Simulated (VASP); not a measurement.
Energy against volume of PbTe (rock salt). Level of theory: TPSS meta-GGA, VASP's PBE PAW potentials (set 64) (plane waves; VASP).

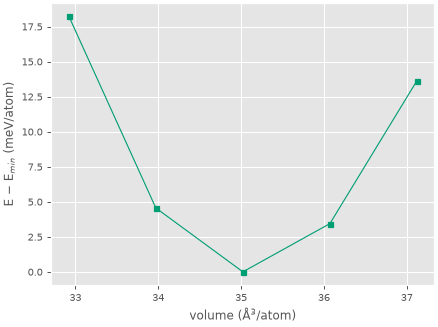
Fig. 1. Energy against volume

### Question
Estimate the equilibrium volume and the bulk modulus.

### Answer
The minimum lies near 35.1 Å³/atom, and the curvature gives B0 of about 40 GPa.

Measured: bulk modulus 39.8 GPa at 300 K (computed value off by +0.3 %), as given by Kerstin Hummer et al., Physical Review B (2007), doi:10.1103/physrevb.75.195211; a 6.438 Å at 120 K (computed value off by +1.7 %), as given by Noda, Masumoto, Ohba, Saito, Toriumi, Iwata, Shibuya, Acta Cryst. C 43, 1443 (1987), by a structure database's card. The calculation is for a static lattice, while the measured bulk modulus, a hold thermal and zero-point effects, which are part of the difference.

The compound is PbTe in the rock salt structure. It was relaxed first.
